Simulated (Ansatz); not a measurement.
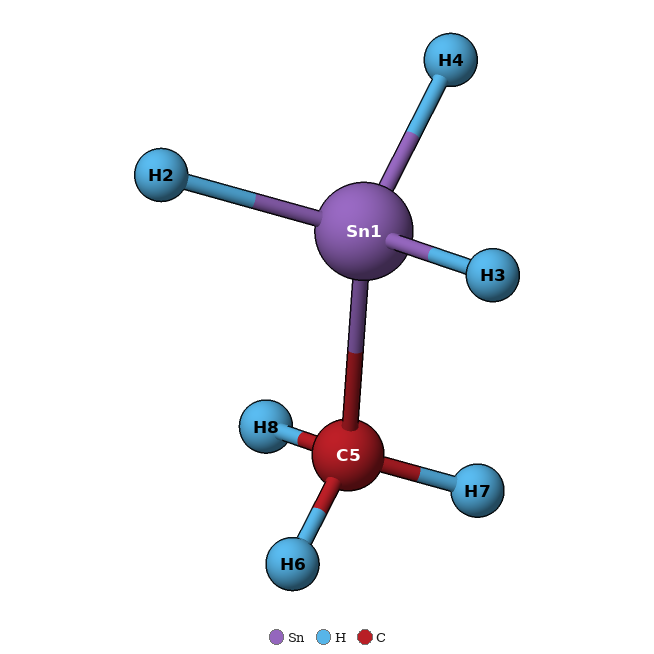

Sticks follow a distance rule. Harmonic vibrations computed with RKS PBE0-D4/def2-TZVP, core potentials on Sn (Ansatz 0.2.0) at a stationary point of the same level.

Q: Minimum or transition state?

A: A minimum: no imaginary frequency, and the lowest mode lies at 109 cm⁻¹.

Q: How many vibrational modes are there, and where do they lie?

A: 18 modes: 109, 408, 408, 537, 698, 727, 727, 795, 795, 1228, 1456, 1456, 1937, 1937, 1938, 3071, 3167, 3167 cm⁻¹.
